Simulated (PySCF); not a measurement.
**UB3LYP/STO-3G run of BSiH3 (SMILES B[SiH])**

Aim: the vertical ionisation energy of BSiH3 at UB3LYP/STO-3G, from 2 runs. Input form: a Python script.

Program for the calculation: PySCF 2.14.0.

8 further runs of the same task are left out: 8 set aside as unsound or not needed.

## (1) The molecule

BSiH3 has 5 atoms, charge 0, and is taken as a triplet. As SMILES, `B[SiH]`. The coordinates come from a GFN2-xTB relaxation.

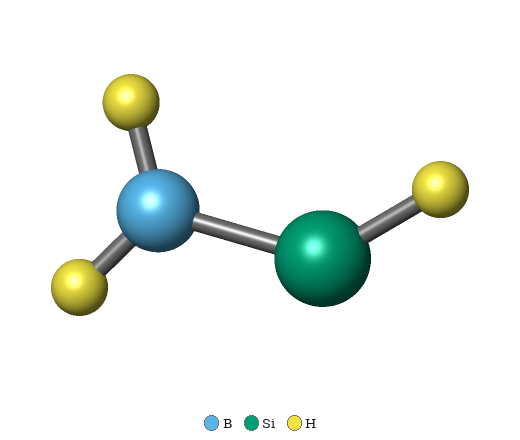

The structure, seen from a chosen angle (boron blue, silicon teal, hydrogen yellow).

## (2) A single-point energy at UB3LYP/STO-3G

The input, run.py:

```python
# B[SiH]
from pyscf import gto, dft

mol = gto.M(
    atom='''
B     -0.390663    -1.338247     0.239372
Si     1.437666     1.567433    -0.662236
H     -2.463617    -1.173047     1.038442
H      0.498113    -3.363221     0.018992
H      0.918482     4.307064    -0.634570
''',
    spin=2,
    unit='bohr',
    verbose=3,
    basis='sto-3g',
    max_memory=1860,
)

mf = dft.UKS(mol)
mf.xc = 'b3lyp'
mf.conv_tol = 1e-10
mf.grids.level = 5
mf.kernel()
if not mf.converged:
    mf = mf.newton().run(mf.mo_coeff, mf.mo_occ)

energy = mf.e_tot
print('Final energy', energy)
```

The run is started by

```console
$ OMP_NUM_THREADS=1 python run.py
```

The log of the run:

```text
WARN: HOMO -0.10822232348685 >= LUMO -0.130528495463492

converged SCF energy = -312.333753575695  <S^2> = 2.0007958  2S+1 = 3.0005305
Final energy -312.3337535756945
```

Run time: 4.2 s. Hardware: 1 thread of Arm Neoverse V1, shared host; peak memory 0.19 GiB.

## (3) The doublet cation at the same level

The input, job.py:

```python
from pyscf import gto, dft

mol = gto.Mole()
mol.atom = [
    ('B', (-0.206730, -0.708170, 0.126670)),
    ('Si', (0.760780, 0.829450, -0.350440)),
    ('H', (-1.303690, -0.620750, 0.549520)),
    ('H', (0.263590, -1.779740, 0.010050)),
    ('H', (0.486040, 2.279200, -0.335800)),
]
mol.basis = 'sto-3g'
mol.charge = 1
mol.verbose = 3
mol.spin = 1
mol.max_memory = 1860
mol.build()

mf = dft.UKS(mol)
mf.xc = 'b3lyp'
mf.conv_tol = 1e-10
mf.grids.level = 5
mf.kernel()
if not mf.converged:
    mf = mf.newton().run(mf.mo_coeff, mf.mo_occ)

etot = mf.e_tot
print('Final energy', etot)
```

The run is started by

```console
$ OMP_NUM_THREADS=1 python job.py
```

The log of the run:

```text
converged SCF energy = -312.094098024755  <S^2> = 0.75356028  2S+1 = 2.0035571
Final energy -312.0940980247547
```

It took 5.4 s on 1 thread of Arm Neoverse V1, shared host; peak memory 0.2 GiB.

## (4) Results

Level: UB3LYP/STO-3G.

| quantity | value |
| --- | --- |
| triplet BSiH3: total energy | -312.33375 Eh |
| triplet BSiH3: dipole moment | 1.87 D |
| triplet BSiH3: HOMO energy (highest over α and β) | -3.15 eV |
| triplet BSiH3: LUMO energy (lowest over α and β) | 0.25 eV |
| triplet BSiH3: ⟨S²⟩ | 2.001 |
| doublet cation: total energy | -312.09410 Eh |
| doublet cation: HOMO energy (highest over α and β) | -11.57 eV |
| doublet cation: LUMO energy (lowest over α and β) | -9.76 eV |
| doublet cation: ⟨S²⟩ | 0.754 |
| vertical ionisation energy (to the doublet cation) | 6.521 eV |

The vertical ionisation energy comes to 6.52 eV (629 kJ/mol). In a minimal basis such a difference can be off by several eV, whatever the method. Mulliken charges (doublet cation) run from +0.03 on B1 to +0.81 on Si2; they depend strongly on the basis.
